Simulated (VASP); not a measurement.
# A VASP study of Pb (Lead) (PBEsol): structure first, properties next, part 2 of 4

What structure and properties does PBEsol give Pb (Lead), and how near are they to the measured ones? Left out of this account: 1 further run (relaxation: a spoilt try). The start is a cell from a database of measured crystal structures.

VASP 6.6.1; PBEsol; plane waves and PAW (Pb_d).

Still holding for the runs below: The k-mesh is coarse for a metal.

So far. Step 2 (Full relaxation (PBEsol)): It ends with forces that vanish by symmetry and a pressure of -0.03 GPa. The volume lies -0.2 % from that of the database's start, which holds the thermal and zero-point expansion of its experiment. Step 3 (Single point with fields (PBEsol)): In this run the pressure is 0.02 GPa, small enough to go on.

## (4) Bands along the symmetry lines (PBEsol)

The mesh alone shows little of the dispersion and can miss band extrema, so KPOINTS_OPT adds a path through the symmetry points after the self-consistent cycle.

INCAR reads:

```
SYSTEM = Pb
PREC = Accurate
ENCUT = 400
EDIFF = 1E-06
NELM = 100
ISMEAR = 1
SIGMA = 0.2
LREAL = .FALSE.
ALGO = Normal
GGA = PS
NBANDS = 18
LORBIT = 11
LWAVE = .FALSE.
LCHARG = .FALSE.
KPAR = 2
```

POSCAR reads:

```
Pb
1.0
    0.0000000000      2.4735270012      2.4735270012
    2.4735270012      0.0000000000      2.4735270012
    2.4735270012      2.4735270012      0.0000000000
Pb
1
Direct
    0.0000000000      0.0000000000      0.0000000000
```

KPOINTS reads:

```
Automatic mesh
0
Gamma
7 7 7
0 0 0
```

KPOINTS_OPT reads:

```
Line mode
16
Line-mode
Reciprocal
  0.00000000   0.00000000   0.00000000 GAMMA
  0.50000000   0.00000000   0.50000000 X

  0.50000000   0.00000000   0.50000000 X
  0.50000000   0.25000000   0.75000000 W

  0.50000000   0.25000000   0.75000000 W
  0.37500000   0.37500000   0.75000000 K

  0.37500000   0.37500000   0.75000000 K
  0.00000000   0.00000000   0.00000000 GAMMA

  0.00000000   0.00000000   0.00000000 GAMMA
  0.50000000   0.50000000   0.50000000 L

  0.50000000   0.50000000   0.50000000 L
  0.62500000   0.25000000   0.62500000 U

  0.62500000   0.25000000   0.62500000 U
  0.50000000   0.25000000   0.75000000 W

  0.50000000   0.25000000   0.75000000 W
  0.50000000   0.50000000   0.50000000 L

  0.50000000   0.50000000   0.50000000 L
  0.37500000   0.37500000   0.75000000 K

  0.62500000   0.25000000   0.62500000 U
  0.50000000   0.00000000   0.50000000 X
```

Potentials, in the order of the species: Pb_d (PBE family, release 64).

Run with:

```bash
$ mpirun -np 2 vasp_std
```

The program printed:

```text
[banner, memory and clock lines left out]
running    2 mpi-ranks, on    1 nodes
 distrk:  each k-point on    1 cores,    2 groups
 distr:  one band on    1 cores,    1 groups

 POSCAR found type information on POSCAR Pb
 POSCAR found :  1 types and       1 ions
 [... a notice as in an earlier step ...]

 LDA part: xc-table for (Slater+PW92), standard interpolation
 POSCAR, INCAR and KPOINTS ok, starting setup
 FFT: planning ... GRIDC
 FFT: planning ... GRID_SOFT
 FFT: planning ... GRID
 WAVECAR not read
 entering main loop
       N       E                     dE             d eps       ncg     rms          rms(c)
DAV:   1     0.100216974414E+03    0.10022E+03   -0.55428E+03   788   0.770E+02
DAV:   2     0.177581268458E+01   -0.98441E+02   -0.92903E+02   784   0.229E+02
DAV:   3    -0.390741615917E+01   -0.56832E+01   -0.56544E+01   914   0.574E+01
DAV:   4    -0.402076666973E+01   -0.11335E+00   -0.11327E+00   884   0.790E+00
DAV:   5    -0.402470917465E+01   -0.39425E-02   -0.39421E-02   966   0.147E+00    0.569E-01
DAV:   6    -0.401179415412E+01    0.12915E-01   -0.12918E-02   906   0.168E+00    0.265E-01
DAV:   7    -0.400866365446E+01    0.31305E-02   -0.52178E-03   966   0.954E-01    0.870E-02
DAV:   8    -0.400846279817E+01    0.20086E-03   -0.39408E-04  1056   0.238E-01    0.907E-03
DAV:   9    -0.400846248099E+01    0.31718E-06   -0.60775E-06   962   0.328E-02
   1 F= -.40084625E+01 E0= -.40085035E+01  d E =0.123073E-03
 Start KPOINTS_OPT (optional k-point list driver)
k-point batch [1-20\160]
       N       E                     dE             ncg
DAV:   1     0.576274068457E+03   -0.55217E+04      764
DAV:   2    -0.157851646130E+04   -0.21548E+04      764
DAV:   3    -0.170144983984E+04   -0.12293E+03      968
DAV:   4    -0.170403528321E+04   -0.25854E+01      920
DAV:   5    -0.170412645606E+04   -0.91173E-01      996
DAV:   6    -0.170413014011E+04   -0.36841E-02      954
DAV:   7    -0.170413021929E+04   -0.79177E-04     1030
DAV:   8    -0.170413022133E+04   -0.20408E-05      728
DAV:   9    -0.170413022137E+04   -0.44047E-07      714
[...]
k-point batch [141-160\160]
       N       E                     dE             ncg
DAV:   1     0.298787987444E+03   -0.98830E+04      754
DAV:   2    -0.165126265382E+04   -0.19501E+04      786
DAV:   3    -0.175736237900E+04   -0.10610E+03      996
DAV:   4    -0.175941646120E+04   -0.20541E+01      982
DAV:   5    -0.175949467099E+04   -0.78210E-01     1096
DAV:   6    -0.175949760659E+04   -0.29356E-02     1014
DAV:   7    -0.175949763093E+04   -0.24344E-04     1112
DAV:   8    -0.175949763108E+04   -0.15103E-06      796
```

Run time: 8.4 s. Hardware: 2 MPI ranks of Intel Xeon Platinum 8488C (Sapphire Rapids), shared host; peak memory 0.26 GiB; 16 s of CPU time.

Parts of OUTCAR (step 4):

```text
The static configuration has the point symmetry O_h .

 Found     20 irreducible k-points:

   k-points           NKPTS =     20   k-points in BZ     NKDIM =     20   number of bands    NBANDS=     18

   NELECT =      14.0000    total number of electrons

 E-fermi :   7.0323

 k-point     1 :       0.0000    0.0000    0.0000
  band No.  band energies     occupation
    ...
      2      -9.8572      2.00000
      3      -9.8572      2.00000
      4      -9.7139      2.00000
      5      -9.7139      2.00000
      6      -4.6566      2.00000
      7      14.5500      0.00000
      8      14.5500      0.00000
      9      14.5500      0.00000
     10      16.8856      0.00000
     11      18.4610      0.00000
    ...

 k-point     2 :       0.1429    0.0000    0.0000
  band No.  band energies     occupation
    ...
      2      -9.8325      2.00000
      3      -9.8325      2.00000
      4      -9.7119      2.00000
      5      -9.7119      2.00000
      6      -4.2623      2.00000
      7      11.1756      0.00000
      8      14.1100      0.00000
      9      14.1100      0.00000
     10      16.3755      0.00000
     11      19.7921      0.00000
    ...

  Total        0.0078827      0.0078827      0.0078827     -0.0000000     -0.0000000      0.0000000
  in kB        0.4172579      0.4172579      0.4172579     -0.0000000     -0.0000000      0.0000000
  external PRESSURE =       0.4172579 kB  Pullay stress =       0.0000000 kB

 POSITION                                       TOTAL-FORCE (eV/Angst)
 -----------------------------------------------------------------------------------
      0.00000      0.00000      0.00000         0.000000     -0.000000      0.000000
 -----------------------------------------------------------------------------------
    total drift:                               -0.000000      0.000000     -0.000000

  FREE ENERGIE OF THE ION-ELECTRON SYSTEM (eV)
  ---------------------------------------------------
  free  energy   TOTEN  =        -4.0084624810 eV

  energy  without entropy=       -4.0085855544  energy(sigma->0) =       -4.00850351

 total charge
# of ion       s       p       d       tot
------------------------------------------
    1        1.399   0.741   9.807  11.946

[... 7 parts as in an earlier step ...]

[... 5 further parts left out ...]
```

Spin-orbit coupling is off here; with elements this heavy it splits and shifts levels by tenths of an eV or more.

This step gave:

* SCF cycles: 9
* bands: 18
* pressure: 0.04173 GPa

Electronic bands along the path, in eV, zero at the Fermi level; # counts the bands kept, so #1 is VASP's band 6:

```
    point      #1     #2     #3    #4     #5     #6
        Γ  -11.69   7.52   7.52  7.52   9.85  11.43
        X   -6.63  -3.20   2.13  2.13   5.46   6.74
        W   -6.52  -1.30  -1.30  0.34  10.95  12.27
        K   -6.71  -2.21  -1.15  3.06   6.56  11.45
        Γ  -11.69   7.52   7.52  7.52   9.85  11.43
        L   -8.05  -4.14   5.67  5.67   9.32   9.57
        U   -6.71  -2.21  -1.15  3.06   6.56  11.45
        W   -6.52  -1.30  -1.30  0.34  10.95  12.27
        L   -8.05  -4.14   5.67  5.67   9.32   9.57
        K   -6.71  -2.21  -1.15  3.06   6.56  11.45
jump to U   -6.71  -2.21  -1.15  3.06   6.56  11.45
        X   -6.63  -3.20   2.13  2.13   5.46   6.74
```

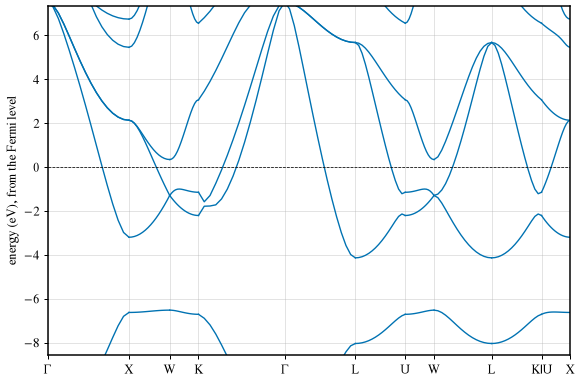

Electronic bands along the path.

There is no gap at this level.

## (5) Total and projected DOS (PBEsol)

Here the states are counted by energy and projected on the atoms. The mesh is finer than in the run before.

Edit INCAR of step 4 so:

```diff
@@ -5,3 +5,3 @@
 NELM = 100
-ISMEAR = 1
+ISMEAR = -5
 SIGMA = 0.2
@@ -15 +15,2 @@
 KPAR = 2
+NEDOS = 2001
```

POSCAR is that of step 4.

KPOINTS reads:

```
Automatic mesh
0
Gamma
10 10 10
0 0 0
```

Run with:

```bash
$ mpirun -np 2 vasp_std
```

The program printed:

```text
[... set-up lines as in an earlier step ...]
 entering main loop
       N       E                     dE             d eps       ncg     rms          rms(c)
DAV:   1     0.102243244513E+03    0.10224E+03   -0.55646E+03  1782   0.748E+02
DAV:   2     0.182083886716E+01   -0.10042E+03   -0.95190E+02  1798   0.230E+02
DAV:   3    -0.389930070486E+01   -0.57201E+01   -0.56882E+01  2194   0.578E+01
DAV:   4    -0.401327027263E+01   -0.11397E+00   -0.11389E+00  2122   0.803E+00
DAV:   5    -0.401728546798E+01   -0.40152E-02   -0.40147E-02  2308   0.151E+00    0.578E-01
DAV:   6    -0.400373645991E+01    0.13549E-01   -0.13552E-02  2128   0.172E+00    0.271E-01
DAV:   7    -0.400038522935E+01    0.33512E-02   -0.54346E-03  2298   0.974E-01    0.899E-02
DAV:   8    -0.400017510708E+01    0.21012E-03   -0.41131E-04  2490   0.242E-01    0.934E-03
DAV:   9    -0.400017297370E+01    0.21334E-05   -0.55795E-06  2302   0.318E-02    0.438E-03
DAV:  10    -0.400017418823E+01   -0.12145E-05   -0.48304E-07  1360   0.899E-03    0.112E-04
DAV:  11    -0.400017415528E+01    0.32951E-07   -0.69476E-08  1098   0.235E-03
   1 F= -.40001742E+01 E0= -.40001742E+01  d E =0.000000E+00
 -----------------------------------------------------------------------------
|                                                                             |
|           W    W    AA    RRRRR   N    N  II  N    N   GGGG   !!!           |
|           W    W   A  A   R    R  NN   N  II  NN   N  G    G  !!!           |
|           W    W  A    A  R    R  N N  N  II  N N  N  G       !!!           |
|           W WW W  AAAAAA  RRRRR   N  N N  II  N  N N  G  GGG   !            |
|           WW  WW  A    A  R   R   N   NN  II  N   NN  G    G                |
|           W    W  A    A  R    R  N    N  II  N    N   GGGG   !!!           |
|                                                                             |
|     Tetrahedron method does not include variations of the Fermi             |
|     occupations, so forces and stress will be inaccurate. We suggest        |
|     using a different smearing scheme ISMEAR = 1 or 2 for metals in         |
|     relaxations.                                                            |
|                                                                             |
 -----------------------------------------------------------------------------
```

Run time: 3.8 s. Hardware: 2 MPI ranks; peak memory 0.27 GiB.

From OUTCAR (step 5):

```text
   k-points           NKPTS =     47   k-points in BZ     NKDIM =     47   number of bands    NBANDS=     18

   NELECT =      14.0000    total number of electrons

 E-fermi :   7.1826

 k-point     1 :       0.0000    0.0000    0.0000
  band No.  band energies     occupation
    ...
      2      -9.8631      2.00000
      3      -9.8631      2.00000
      4      -9.7204      2.00000
      5      -9.7204      2.00000
      6      -4.6581      2.00000
      7      14.5482      0.00000
      8      14.5482      0.00000
      9      14.5482      0.00000
     10      16.8862      0.00000
     11      18.4606      0.00000
    ...

  Total       -0.0515233     -0.0515233     -0.0515233     -0.0000000      0.0000000      0.0000000
  in kB       -2.7273071     -2.7273071     -2.7273071     -0.0000000      0.0000000      0.0000000
  external PRESSURE =      -2.7273071 kB  Pullay stress =       0.0000000 kB

 POSITION                                       TOTAL-FORCE (eV/Angst)
 -----------------------------------------------------------------------------------
      0.00000      0.00000      0.00000        -0.000000     -0.000000     -0.000000
 -----------------------------------------------------------------------------------
    total drift:                               -0.000000      0.000000     -0.000000

  FREE ENERGIE OF THE ION-ELECTRON SYSTEM (eV)
  ---------------------------------------------------
  free  energy   TOTEN  =        -4.0001741553 eV

  energy  without entropy=       -4.0001741553  energy(sigma->0) =       -4.00017416

[... 6 parts as in an earlier step ...]

[... 10 further parts left out ...]
```

With tetrahedra the forces and stress of a metal are not exact derivatives of the energy.

This step gave:

| Quantity | Value |
| --- | --- |
| SCF cycles | 11 |
| irreducible k-points | 47 |
| free energy (TOTEN) | -4.000 eV |
| Fermi energy | 7.183 eV |
| pressure | -0.2727 GPa |
| DOS at the Fermi level | 0.5249 states/eV/cell |

The density of states has structure finer than the step of the table below, so its rows give means over 1 eV, whole bins alone (the curve runs from -12.0 to 7.91 eV). Peaks (eV: height): total -8.2: 0.774, -7.0: 0.894, -2.1: 1.15, 2.2: 0.861; Pb p -2.1: 0.405, 2.2: 0.362; Pb s -8.2: 0.499, -7.0: 0.662; Pb d -2.1: 0.018, 1.6: 0.027.

States under -12.0 eV and over 7.9 eV are left out. Table of density of states by energy, zero at the Fermi level; means over each step; values in states/eV/cell:

```
energy (eV)   total     Pb p     Pb s     Pb d
        -11   0.169  0.00288   0.0918   3.3e-4
        -10   0.273  0.00786    0.152  0.00155
         -9   0.400   0.0124    0.236  0.00386
         -8   0.656   0.0142    0.429  0.00752
         -7   0.488  0.00596    0.353  0.00388
         -6       0        0        0        0
         -5       0        0        0        0
         -4  0.0898   0.0303  0.00245   6.1e-4
         -3   0.477    0.165   0.0199  0.00553
         -2   0.730    0.253   0.0510  0.00963
         -1   0.445    0.157   0.0380  0.00869
          0   0.521    0.192   0.0314   0.0143
          1   0.594    0.227   0.0270   0.0193
          2   0.773    0.316   0.0208   0.0250
          3   0.733    0.319   0.0173   0.0243
          4   0.652    0.308   0.0113   0.0209
          5   0.559    0.293  0.00721   0.0147
          6   0.421    0.186   0.0106   0.0223
          7   0.498    0.101   0.0148   0.0548
```

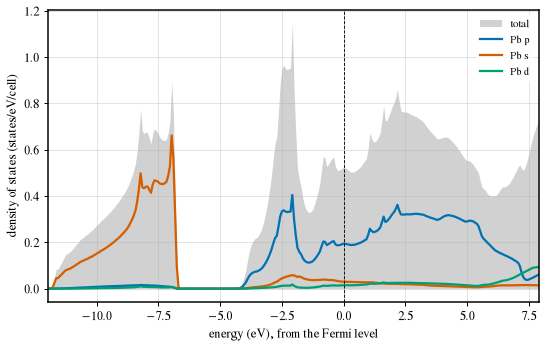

Density of states, plotted against energy.

The finer mesh and the other smearing move the Fermi level by +0.15 eV from the 7×7×7 run, one measure of the sampling error in the zero of the bands above. Of the states within 0.3 eV of the Fermi level, the largest shares in the PAW spheres are Pb p 37 % and Pb s 6 %. The rest lies in smaller channels or between the spheres.

## (6) Core levels (PBEsol)

ICORELEVEL = 1 prints the core eigenvalues in the potential of the ground state.

INCAR reads:

```
SYSTEM = Pb
PREC = Accurate
ENCUT = 400
EDIFF = 1E-06
NELM = 100
ISMEAR = 1
SIGMA = 0.2
LREAL = .FALSE.
ALGO = Normal
GGA = PS
NBANDS = 13
LORBIT = 11
LWAVE = .FALSE.
LCHARG = .FALSE.
KPAR = 2
ICORELEVEL = 1
```

POSCAR is that of step 5.

KPOINTS reads:

```
Automatic mesh
0
Gamma
7 7 7
0 0 0
```

Run with:

```bash
$ mpirun -np 2 vasp_std
```

The program printed:

```text
[... set-up lines as in an earlier step ...]
 entering main loop
       N       E                     dE             d eps       ncg     rms          rms(c)
DAV:   1     0.102706718808E+03    0.10271E+03   -0.59820E+03   525   0.104E+03
DAV:   2     0.836695988334E+00   -0.10187E+03   -0.97875E+02   545   0.288E+02
DAV:   3    -0.391790448087E+01   -0.47546E+01   -0.47328E+01   670   0.706E+01
DAV:   4    -0.402068629205E+01   -0.10278E+00   -0.10277E+00   642   0.108E+01
DAV:   5    -0.402471536508E+01   -0.40291E-02   -0.40290E-02   744   0.195E+00    0.568E-01
DAV:   6    -0.401180873769E+01    0.12907E-01   -0.16705E-02   645   0.232E+00    0.265E-01
DAV:   7    -0.400866752534E+01    0.31412E-02   -0.66186E-03   675   0.133E+00    0.868E-02
DAV:   8    -0.400846335596E+01    0.20417E-03   -0.35726E-04   752   0.314E-01    0.858E-03
DAV:   9    -0.400846253830E+01    0.81766E-06   -0.53756E-06   670   0.408E-02
   1 F= -.40084625E+01 E0= -.40085036E+01  d E =0.123226E-03
```

It took 2.2 s on 2 MPI ranks; peak memory 0.25 GiB.

Parts of OUTCAR (step 6):

```text
   NELECT =      14.0000    total number of electrons

 the core state eigenenergies are
   1-  1s -88080.5359  2s -15742.0486  2p -13496.8105  3s  -3770.2946  3p  -3126.8319
       3d  -2471.8859  4s   -844.8110  4p   -634.0171  4d   -390.4039  4f   -121.4350
       5s   -132.5937  5p    -74.2822

 E-fermi :   7.0323

 k-point     1 :       0.0000    0.0000    0.0000
  band No.  band energies     occupation
    ...
      2      -9.8569      2.00000
      3      -9.8569      2.00000
      4      -9.7136      2.00000
      5      -9.7136      2.00000
      6      -4.6566      2.00000
      7      14.5500      0.00000
      8      14.5500      0.00000
      9      14.5500      0.00000
     10      16.8856      0.00000
     11      18.4610      0.00000
    ...

  Total        0.0030383      0.0030383      0.0030383      0.0000000      0.0000000      0.0000000
  in kB        0.1608283      0.1608283      0.1608283      0.0000000      0.0000000      0.0000000
  external PRESSURE =       0.1608283 kB  Pullay stress =       0.0000000 kB

 POSITION                                       TOTAL-FORCE (eV/Angst)
 -----------------------------------------------------------------------------------
      0.00000      0.00000      0.00000         0.000000      0.000000     -0.000000
 -----------------------------------------------------------------------------------
    total drift:                               -0.000000      0.000000      0.000000

  FREE ENERGIE OF THE ION-ELECTRON SYSTEM (eV)
  ---------------------------------------------------
  free  energy   TOTEN  =        -4.0084625383 eV

  energy  without entropy=       -4.0085857638  energy(sigma->0) =       -4.00850361

[... 9 parts as in an earlier step ...]

[... 7 further parts left out ...]
```

These are scalar-relativistic Kohn-Sham levels of the ground state, with no core hole, so they are not binding energies.

Numbers from this step:

```yaml
scf_cycles: 9
bands: 13
irreducible_k_points: 20
free_energy_toten: -4.008 eV
fermi_energy: 7.032 eV
pressure: 0.01608 GPa
```

Kohn-Sham core levels. Core levels, by row:

```
atom  shell  level below the Fermi level (eV)
 Pb1     1s                             88088
 Pb1     2s                             15749
 Pb1     2p                             13504
 Pb1     3s                              3777
 Pb1     3p                              3134
 Pb1     3d                              2479
 Pb1     4s                             851.8
 Pb1     4p                               641
 Pb1     4d                             397.4
 Pb1     4f                             128.5
 Pb1     5s                             139.6
 Pb1     5p                             81.31
```

(Part 2 of 4 ends here.)

[Lines on the potential files, build, host, timing and source positions are cut from VASP's logs without a mark.]

[Logs are printed without paths, hosts, clocks, repeated set-up lines and the standing remarks that a program may print on its own settings, such as how far it seeks lower states.]

[Hosts, paths, dates, database ids (printed as entryN), source tags and the programs' standing remarks are cut or masked in the printed files.]

[A measured line is paired with the nearest computed mode of its activity, which favours agreement.]
